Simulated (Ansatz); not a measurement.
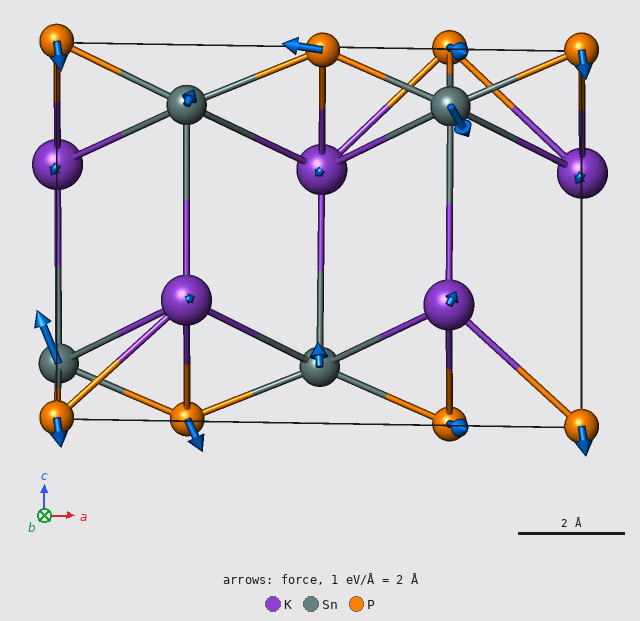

Starting geometry of crystalline KSnP (built on the CaClF-129 type type) with the computed forces as blue arrows. A ball-and-stick model of the cell of the calculation, seen along the b axis.

Case: shaken.

All numbers below come from Ansatz, DFT, PBEsol, plane waves, PAW. (plane-wave cutoff 420 eV; k-point mesh 2 × 4 × 4; occupations fermi dirac; smearing width 0.05 eV; no spin polarisation; cell and atoms relaxed; force threshold 0.01 eV/Å; at most 120 steps)

What follows when this structure is relaxed?

It isn't relaxed: the largest force vector, on a Sn atom, is 0.55 eV/Å. The final displacements follow the starting forces only in part (cosine between the two patterns 0.79). After 4 accepted moves (5 points after the start) the energy has fallen by 8.8 meV per atom. Largest force component: 0.51 eV/Å at the start, 0.004 eV/Å at the end. The pressure goes from 0.90 to −0.02 GPa. At 1 point the geometry stayed and the basis and grid were re-selected for the new cell (energy shift of 0.1 meV per atom at most each time). The atom that moves furthest relative to the cell is a P atom (0.078 Å along [−1 0 1]). Largest moves by element: P 0.078 Å, Sn 0.062 Å, K 0.051 Å. The volume changes by +2.2 %, with a 9.954 → 9.920 Å (−0.3 %), b 4.924 → 4.960 Å (+0.7 %), c 7.137 → 7.262 Å (+1.7 %), α 89.7° → 90.0°, β 90.9° → 90.0°, γ 89.3° → 90.0°. Some distances before and after: K–P 3.523 → 3.405 Å, P–Sn 2.617 → 2.723 Å, K–Sn 3.701 → 3.805 Å, K–P 3.301 → 3.405 Å. The space group (tolerance 0.01 Å) goes from P1 (No. 1) to P4/nmm (No. 129).
